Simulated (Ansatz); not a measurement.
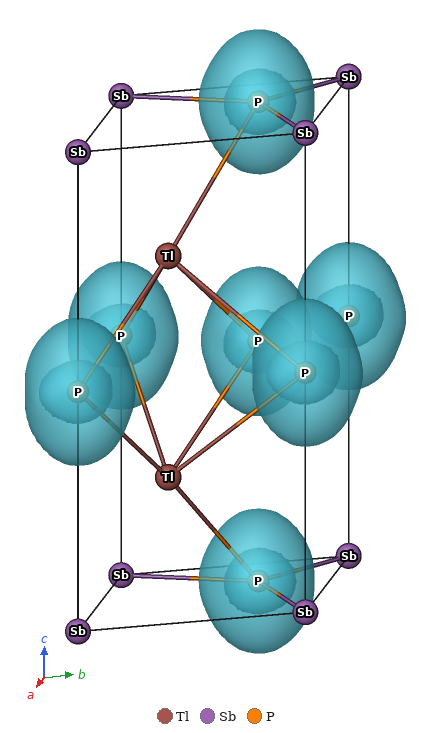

Figure 1: Tl2SbP3. Isosurface of the electron localisation function at 0.7 (cyan), seen slightly off an axis. Core shells and regions of very low density are left out. Sticks mark near contacts.

Space group P-6m2; a structure from a database of computed crystals, not necessarily the ambient phase; started from the Ce2CuGe3-187 prototype, which need not be the ambient phase.

Computed with DFT, PBEsol, plane waves, PAW in Ansatz.

In a PAW calculation such maps are meaningful between the atoms, not at the nuclei.

**Describe the localisation domains.**

The ELF exceeds this value in three regions wrapped around P (the valence shell of each), counted in one cell of 6 atoms. Regions shared between cells count once. Along the contacts the grid gives the following. Sb–P (2.54 Å): the ELF peaks at about 0.85 in the valence shell of P, 0.8 Å from its nucleus, and is about 0.55 at the midpoint. Tl–P (3.28 Å): the ELF is about 0.15 at the midpoint (no localised pair shows between them).
